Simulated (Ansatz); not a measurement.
# Which site? a vacancy of N in AlN(11-20)/C(110) interface (80 atoms), part 2 of 3

At which site of AlN(11-20)/C(110) interface (80 atoms) does a vacancy of N cost least, and what about the site decides it?

Ansatz 0.2.0; Kohn-Sham DFT, PBE, PAW (set soft_2), plane waves.

The cell: 16 Al, 16 N and 48 C. The cell is under 6 Å thick along one periodic direction. The main run has no spin polarisation.

So far. Step 2 (Single point at the start): The r.m.s. force at the start is 1.6 eV/Å. Step 3 (Relaxation): The relaxation converged after 25 steps, 15.7 eV below its start, with a largest force component of 0.018 eV/Å.

## (4) Single point at the relaxed geometry

The electronic structure is read at the final geometry, in a run of its own.

The input, input.yaml:

```yaml
crystal:
  lattice:
    - [10.7406, 0.0, 0.0]
    - [0.0, 5.0132, 0.0]
    - [0.0, 0.0, 22.27049]
  atoms:
    - { symbol: Al, position: [0.46849, 0.98933, 0.28396] }
    - { symbol: "N", position: [0.31531, 0.13418, 0.28002] }
    - { symbol: Al, position: [0.33259, 0.48894, 0.28735] }
    - { symbol: "N", position: [0.48446, 0.63543, 0.27477] }
    - { symbol: Al, position: [0.2365, 0.00609, 0.34927] }
    - { symbol: "N", position: [0.07354, 0.15886, 0.35162] }
    [... 68 atom lines left out ...]
    - { symbol: C, position: [0.60603, 0.51623, 0.61032] }
    - { symbol: C, position: [0.68794, 0.76125, 0.60839] }
    - { symbol: C, position: [0.77431, 0.76156, 0.6699] }
    - { symbol: C, position: [0.52172, 0.51725, 0.67048] }
    - { symbol: C, position: [0.61666, 0.51445, 0.71896] }
    - { symbol: C, position: [0.67995, 0.7629, 0.7181] }
kpoints:
  mp_grid: { grid: [1, 3, 1] }
hamiltonian:
  xc: pbe
scf:
  occupations: { method: fermi_dirac, width: 0.05 }
output:
  forces: true
  populations: true
  dos:
    method: { smearing: { sigma: 0.08 } }
    de: 0.1
    projected:
      site_lists:
        Al: [Al]
        C: [32, 33, 34, 35, 36, 37, 38, 39, 40, 41, 42, 43, 44, 45, 46, 47, 48, 49, 50, 51, 52, 53, 54, 55, 56, 57, 58, 59, 60, 61, 62, 63, 64, 65, 66, 67, 68, 69, 70, 71, 72, 73, 74, 75, 76, 77, 78, 79]
        "N": ["N"]
        AlN: [0, 1, 2, 3, 4, 5, 6, 7, 8, 9, 10, 11, 12, 13, 14, 15, 16, 17, 18, 19, 20, 21, 22, 23, 24, 25, 26, 27, 28, 29, 30, 31]
  eigenvalues: true
  write_density: true
  write_potential: true
  volumetric_format: npy
  elf: true
```

Launch:

```
ansatz run input.yaml --threads 8 --pin off --max-ram 15872MiB --backend cpu --events-out ev --progress --plain --runs-dir out
```

Numbers of over 12 decimals in the logs are rounded to 6 here.

Log:

```text
[...]
Crystal: 80 atoms, lattice volume = 1199.150 Å³
Basis set: ecut = 420 eV, 23489 PW (Γ), exchange–correlation on 144×72×300 points (8 copies of the dense FFT grid, shifted against one another)
Bands: 240, of which v1, the nominal top of the filled ones, is band 160 counted from 1 (159 counted from 0)
Symmetry: 1 space group operations
[...]
k-points: 2 of 3 (time reversal used)
[...]
SCF iter   1: F=—  HF=-26783.960165 eV  |F-HF|=—  |Δ(HF+E_count)|=         —  Δρ=1.42e-2  dr2=1.33e1  ethr=1.77e-3  ⟨swp⟩=8.5  Hψ=2794  notcnv=0  defer=125
[...]
SCF iter  13: F=-26783.109124 eV  HF=-26783.109124 eV  |F-HF|=4.15e-7  |Δ(HF+E_count)|=   2.15e-6  Δρ=1.75e-6  dr2=4.37e-8  ethr=3.13e-11  ⟨swp⟩=37.0  Hψ=6068  notcnv=0
SCF 1 converged in 13 iterations: F = -26783.109124 eV  dr2 = 4.37e-8
[...]
WARN: The output density's exchange-correlation potential varies sharply where the density is thin. Do not read a vacuum level from v_tot or v_xc, or from such a field of the output density. On a cell that repeats whose density bears no net charge and no dipole along the vacuum's axis use v_es (v_loc + v_h of the components); [...]
SCF converged after 13 iterations
Free energy (F): -26783.109124 eV
[...]
Internal energy: -26783.052890 eV  (E = F + TS)
E sigma→0 (E₀):  -26783.081007 eV
Entropy (-TS):   -0.056234 eV (-0.703 meV/atom)
Fermi energy:    3.487820 eV
[...]
--- Forces (eV/Å), atoms counted from 1 ---
  atom   1  Al    -0.00081148    -0.00155601     0.00011321
  atom   2  N     -0.00106997    -0.00081200     0.00051382
  atom   3  Al     0.00353169     0.00078214    -0.00141881
  atom   4  N     -0.00192234    -0.00060006    -0.00327037
  atom   5  Al    -0.00008428     0.00019787    -0.00068629
  atom   6  N     -0.00142292     0.00133474    -0.00268976
  atom   7  Al    -0.00395801    -0.00212943     0.00104413
  atom   8  N      0.00257616     0.00131166     0.00055144
  atom   9  Al     0.00074845    -0.00033293     0.00918516
  atom  10  N      0.00103691     0.00295934     0.00366416
  atom  11  Al    -0.00378546    -0.00135282     0.00724440
  atom  12  N     -0.00358096     0.00119202     0.00170699
  atom  13  Al    -0.00028560    -0.00673954    -0.00823575
  atom  14  N     -0.00199345     0.00437184    -0.00955340
[...]
atom  79  C      0.01336491     0.01171017     0.00931641
  atom  80  C     -0.01136966     0.00723296     0.01971901
  max |Σ_I F_I| component: 1.49e-4 eV/Å
--- Band table (eV) ---
[...]
--- Löwdin populations: 80 sites ---
  site symbol       q [e]
     0     Al      1.8145
     1      N      6.0457
     2     Al      1.8165
[...]
79      C      3.9793
  spilling = 0.007385 (of n_electrons = 320.000000)
```

The job ended after 8.3 s (8 threads of AMD EPYC 9R45, shared host; peak memory 2.6 GiB).

The program notes that the exchange-correlation potential is rough where the density is thin.

Read from the output:

- free energy: -26783.1091 eV
- free energy per atom: -334.7889 eV/atom
- SCF cycles: 13
- r.m.s. force component: 0.0055 eV/Å
- longest force: 0.02388 eV/Å
- Fermi energy: 3.488 eV
- levels partly filled by over 2 per cent: 4
- spilling of the projection: 0.007385

## (5) Vacancy of N, site N14

The site has 3 bonded neighbours (Al2C) at 1.73 Å on average, by cutoffs that count no bonds between two metal atoms or like ions, in the AlN. The change is made in the relaxed cell and the atoms are relaxed again.

The input, input.yaml:

```yaml
crystal:
  lattice:
    - [10.7406, 0.0, 0.0]
    - [0.0, 5.0132, 0.0]
    - [0.0, 0.0, 22.27049]
  atoms:
    [... atom lines 1 to 10 left out ...]
    - { symbol: Al, position: [0.32348, 0.46312, 0.42147] }
    - { symbol: "N", position: [0.49111, 0.60829, 0.41432] }
    - { symbol: Al, position: [0.30053, 0.91289, 0.49478] }
    - { symbol: Al, position: [0.05539, 0.59523, 0.48276] }
    - { symbol: "N", position: [0.23534, 0.56249, 0.48918] }
    - { symbol: Al, position: [0.97892, 0.01639, 0.28839] }
    - { symbol: "N", position: [0.82741, 0.1623, 0.27499] }
    [... atom lines 18 to 79 left out ...]
kpoints:
  mp_grid: { grid: [1, 3, 1] }
hamiltonian:
  xc: pbe
scf:
  occupations: { method: fermi_dirac, width: 0.05 }
output:
  forces: true
  eigenvalues: true
relax:
  f_tol: 0.05
  max_steps: 90
```

Log:

```text
[...]
Crystal: 79 atoms, lattice volume = 1199.150 Å³
Basis set: ecut = 420 eV, 23489 PW (Γ), exchange–correlation on 144×72×300 points (8 copies of the dense FFT grid, shifted against one another)
Bands: 237, of which v1, the nominal top of the filled ones, is band 158 counted from 1 (157 counted from 0)
Symmetry: 1 space group operations
[...]
k-points: 2 of 3 (time reversal used)
[...]
SCF iter   1: F=—  HF=-26397.906977 eV  |F-HF|=—  |Δ(HF+E_count)|=         —  Δρ=1.35e-2  dr2=1.28e1  ethr=1.77e-3  ⟨swp⟩=8.0  Hψ=2640  notcnv=0  defer=120
[...]
SCF iter   9: F=—  HF=-26396.743154 eV  |F-HF|=—  |Δ(HF+E_count)|=   2.70e-5  Δρ=7.01e-5  dr2=8.19e-5  ethr=9.29e-8  ⟨swp⟩=2.5  Hψ=601  notcnv=0  defer=132
SCF iter  10: F=-26396.743156 eV  HF=-26396.743162 eV  |F-HF|=6.26e-6  |Δ(HF+E_count)|=   7.73e-6  Δρ=4.21e-5  dr2=2.86e-5  ethr=1.98e-8  ⟨swp⟩=28.5  Hψ=4487  notcnv=0
SCF 1 converged in 10 iterations: F = -26396.743156 eV  dr2 = 2.86e-5
[...]
relax step   1: F+E_penalty+E_count = -26396.74315570 eV  Δ(F+E_penalty+E_count) = +0.000e0 eV  max|allowed force component| = 2.250e0 eV/Å  Δτ_max = 0.0000 Å  (10 SCF iters, dr2 threshold 6.25e-5 eV, accepted)
[...]
relax step   2: F+E_penalty+E_count = -26397.33522760 eV  Δ(F+E_penalty+E_count) = -5.921e-1 eV  max|allowed force component| = 1.084e0 eV/Å  Δτ_max = 0.1350 Å  (8 SCF iters, dr2 threshold 1.00e-4 eV, accepted)
[...]
relax step   3: F+E_penalty+E_count = -26397.68602192 eV  Δ(F+E_penalty+E_count) = -3.508e-1 eV  max|allowed force component| = 5.696e-1 eV/Å  Δτ_max = 0.1977 Å  (9 SCF iters, dr2 threshold 7.35e-5 eV, accepted)
relax step   4: F+E_penalty+E_count = -26397.79763159 eV  Δ(F+E_penalty+E_count) = -1.116e-1 eV  max|allowed force component| = 4.357e-1 eV/Å  Δτ_max = 0.1165 Å  (9 SCF iters, dr2 threshold 7.53e-5 eV, accepted)
relax step   5: F+E_penalty+E_count = -26397.72601653 eV  Δ(F+E_penalty+E_count) = +7.162e-2 eV  max|allowed force component| = 7.447e-1 eV/Å  Δτ_max = 0.2000 Å  (11 SCF iters, dr2 threshold 5.24e-5 eV, rejected (line search))
relax step   6: F+E_penalty+E_count = -26397.86004001 eV  Δ(F+E_penalty+E_count) = -6.241e-2 eV  max|allowed force component| = 1.600e-1 eV/Å  Δτ_max = 0.0823 Å  (15 SCF iters, accepted)
relax step   7: F+E_penalty+E_count = -26397.81421209 eV  Δ(F+E_penalty+E_count) = +4.583e-2 eV  max|allowed force component| = 3.604e-1 eV/Å  Δτ_max = 0.1000 Å  (12 SCF iters, dr2 threshold 3.45e-6 eV, rejected (line search))
relax step   8: F+E_penalty+E_count = -26397.86548018 eV  Δ(F+E_penalty+E_count) = -5.440e-3 eV  max|allowed force component| = 1.449e-1 eV/Å  Δτ_max = 0.0401 Å  (15 SCF iters, accepted)
relax step   9: F+E_penalty+E_count = -26397.83974333 eV  Δ(F+E_penalty+E_count) = +2.574e-2 eV  max|allowed force component| = 5.602e-1 eV/Å  Δτ_max = 0.0500 Å  (11 SCF iters, dr2 threshold 2.83e-6 eV, rejected (line search))
relax step  10: F+E_penalty+E_count = -26397.86865468 eV  Δ(F+E_penalty+E_count) = -3.174e-3 eV  max|allowed force component| = 7.013e-2 eV/Å  Δτ_max = 0.0132 Å  (14 SCF iters, accepted)
relax step  11: F+E_penalty+E_count = -26397.86685459 eV  Δ(F+E_penalty+E_count) = +1.800e-3 eV  max|allowed force component| = 1.434e-1 eV/Å  Δτ_max = 0.0223 Å  (11 SCF iters, rejected (line search))
[...]
relax step  12: F+E_penalty+E_count = -26397.86937751 eV  Δ(F+E_penalty+E_count) = -7.228e-4 eV  max|allowed force component| = 4.723e-2 eV/Å  Δτ_max = 0.0054 Å  (10 SCF iters, accepted)
SCF converged after 10 iterations
Free energy (F): -26397.869378 eV
[...]
Internal energy: -26397.769205 eV  (E = F + TS)
E sigma→0 (E₀):  -26397.819291 eV
Entropy (-TS):   -0.100172 eV (-1.268 meV/atom)
Fermi energy:    3.522230 eV
[...]
Σ components = -26397.869378   (vs F -26397.869378, Δ=0.00e0)
--- Forces (eV/Å), atoms counted from 1 ---
  atom   1  Al    -0.00275668    -0.00018334    -0.00023911
  atom   2  N     -0.00110353    -0.00084340     0.00087991
  atom   3  Al    -0.00312578     0.00236088     0.00525678
  atom   4  N      0.00087501    -0.00032044    -0.00010246
[...]
atom  79  C      0.00977006    -0.00462694     0.00083125
  max |Σ_I F_I| component: 1.05e-4 eV/Å
--- Band table (eV) ---
[...]
--- Relaxed structure (12 steps of the walk, 8 accepted, 0 SCFs on fresh bases) ---
  F+E_penalty+E_count = -26397.86937751 eV   max|allowed force component| = 4.723e-2 eV/Å
  atoms:
    - { symbol: Al, position: [0.463185, 0.971415, 0.283852] }
    - { symbol: N, position: [0.309478, 0.114397, 0.280418] }
    - { symbol: Al, position: [0.327630, 0.469027, 0.288537] }
    - { symbol: N, position: [0.478916, 0.617293, 0.274934] }
[...]
- { symbol: C, position: [0.683473, 0.774793, 0.716235] }
```

The job ended after 64 s (8 threads; peak memory 2.6 GiB).

The relaxation converged after 12 steps, 1.13 eV below its start, with a largest force component of 0.047 eV/Å.

The surroundings of the place of the removed atom, after relaxation: 10 atoms, nearest first, with positions taken from that point. Atoms keep their numbers of the cell before the removal, where the removed atom was number 14.

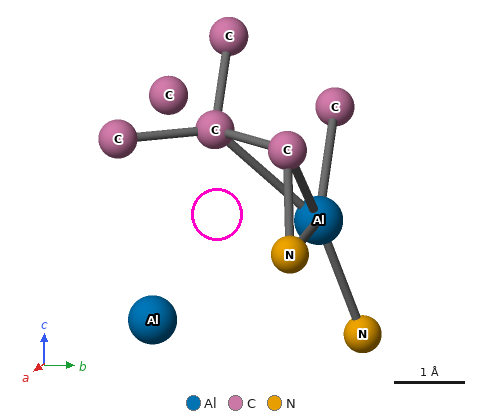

The atoms of the table, within 2.7 Å (arrows a, b, c point along x, y, z); some may hide others. A ring marks the centre wherever it is empty.

```csv
atom,x,y,z,distance (Å)
Al15,0.01,1.51,-0.02,1.51
C49,0.85,0.18,1.40,1.65
Al25,-0.57,-1.10,-1.69,2.09
C34,1.63,-1.07,1.34,2.37
C58,-1.71,1.33,1.34,2.54
C50,-1.80,-1.16,1.38,2.55
C42,1.69,1.46,1.29,2.58
C52,-0.04,0.16,2.61,2.61
N16,2.14,1.60,-0.15,2.67
N28,-0.51,2.03,-1.75,2.73
```

The largest move is 0.49 Å, by Al15.

## (6) Vacancy of N, site N20

The site has 3 bonded neighbours (Al3) at 1.82 Å on average, in the AlN. 

Input and log are left out; they have the form of those shown for this kind of step.

Run time: 38 s. Hardware: 8 threads of AMD EPYC 9R45, shared host; peak memory 2.6 GiB.

The relaxation converged after 7 steps, 0.171 eV below its start, with a largest force component of 0.024 eV/Å.

## (7) Vacancy of N, site N6

The site has 4 bonded neighbours (Al4) at 1.90 Å on average, in the AlN. 

Input and log are left out; they have the form of those shown for this kind of step.

The job ended after 39 s (8 threads of AMD EPYC 9R45, shared host; peak memory 2.6 GiB; 4.8 min of CPU time).

The relaxation converged after 8 steps, 0.305 eV below its start, with a largest force component of 0.025 eV/Å.

[end of part 2 of 3]

[Logs are printed without paths, hosts, clocks, repeated set-up lines and the standing remarks that a program may print on its own settings, such as how far it seeks lower states.]

[Hosts, paths, dates, database ids (printed as entryN), source tags and the programs' standing remarks are cut or masked in the printed files.]
